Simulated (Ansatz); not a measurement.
**Profile along the O–Mn line in MnO (rock salt)**

MnO (rock salt)

```xyz
2
Lattice="0.0000 2.2251 2.2251 2.2251 0.0000 2.2251 2.2251 2.2251 0.0000" Properties=species:S:1:pos:R:3 pbc="T T T"
O      0.0000     0.0000     0.0000
Mn     2.2251     2.2251     2.2251
```

Fields along a shortest O–Mn line of a {100} plane (2.23 Å), from O to Mn, interpolated on the slice's grid (step about 0.1 Å). These are r2SCAN (plane waves to 500 eV, PAW, scalar-relativistic; Ansatz, a first-principles code) values and carry that method's errors. k mesh 13×13×13. Inside the PAW spheres the values are not all-electron values, and peaks at nuclei hang on which shells count as valence. At this level the bands of MnO touch or barely overlap; measurements give the solid a gap. MnO is run spin-polarised and with no Hubbard U; the real compound is an antiferromagnetic insulator, a state that this run doesn't describe. MnO was relaxed with its symmetry unable to fall. Relaxed MnO ends ferromagnetic. The magnetic order is the one the run started from; other orders were not tried.

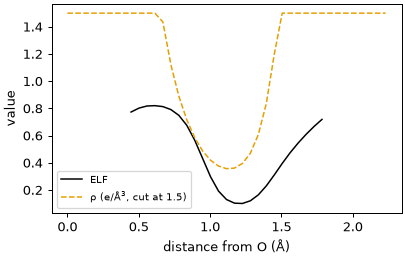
*ELF (away from the nuclei) and valence density from O to Mn.*

Density on the O–Mn line (2.23 Å) at its midpoint: 0.36 e/Å³. ELF at that point: 0.13.
